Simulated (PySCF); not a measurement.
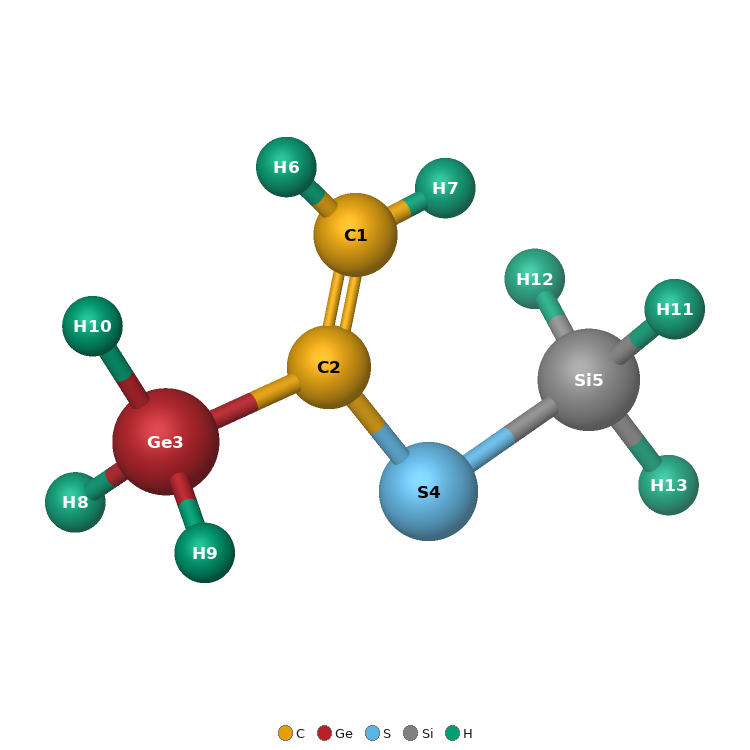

The geometry was computed by an optimisation with PBE0-D3(BJ)/def2-SVP. No frequency run is at hand to confirm it as a minimum. Level of theory: delta-SCF UKS SCAN, pcX-2 on the ionised atom, pcseg-1 elsewhere, non-relativistic (PySCF 2.14.0).

Give the core-electron binding energies (to vacuum; p and d levels without spin–orbit splitting) of C1 1s, C2 1s, S4 1s, S4 2p, Si5 1s, Si5 2p.

```csv
atom,level,binding energy (eV)
C1,1s,289.9
C2,1s,290.7
S4,1s,2469.1
S4,2p,169.4
Si5,1s,1842.7
Si5,2p,107.5
```
